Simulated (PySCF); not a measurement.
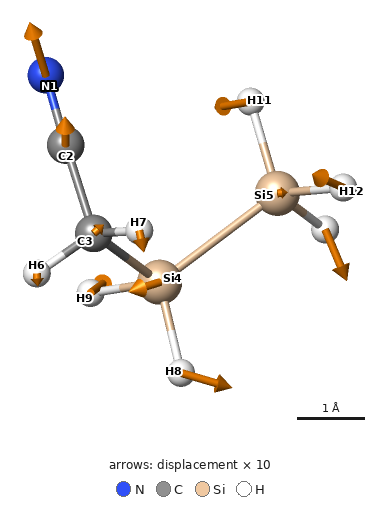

This is a relaxation of C2H7NSi2. The starting structure is drawn; orange arrows show the displacements, magnified 10 times. The two geometries are superimposed by the best rigid fit.

The picture is a ball-and-stick view, seen at a tilt.

The start comes from GFN2-xTB. Its atoms were then displaced at random by about 0.01 Å.

These are results of PBE0-D3(BJ)/def2-SVP geometry optimisation, gas phase in PySCF, not measurements. 

What happened in the run?

Answer. The atom that moves furthest after the best rigid fit is the N atom (0.10 Å). Largest moves by element: N 0.10 Å, H 0.10 Å, Si 0.06 Å, C 0.05 Å. Some distances before and after: Si–Si 2.277 → 2.344 Å, C–Si 1.966 → 1.918 Å, H–Si 1.452 → 1.495 Å, C–N 1.125 → 1.159 Å. Bond angles that change, for instance: C–Si–H 103.1° → 108.4°, Si–Si–H 116.6° → 111.3°, C–Si–H 102.0° → 106.8°. The energy falls by 0.275 eV in 5 geometry steps. The run took 48 s on 1 thread of Arm Neoverse N1 (shared host).
